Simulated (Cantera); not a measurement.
Charge: 1 mol Fe2O3, 10 mol Cl2, 74 mol N2, equilibrated at 0.645 Torr.

Cantera equilibrium calculation (NASA polynomials, part measured and part estimated; ideal gas, pure solids and liquids). Candidate condensed phases: Fe, FeCl2, FeCl3, FeO, Fe2O3, Fe3O4; 19 gas species. Kinetics and transport are ignored.

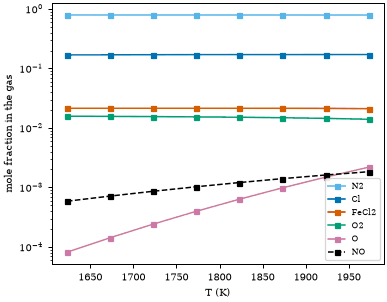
Equilibrium gas composition (values under 1e-9 drawn at 1e-9)

### Question
Read off the mole fractions at 1923 K.

### Answer
N2 about 0.79, Cl about 0.17, FeCl2 about 0.021, O2 about 0.014, NO about 0.0016, O about 0.0015.
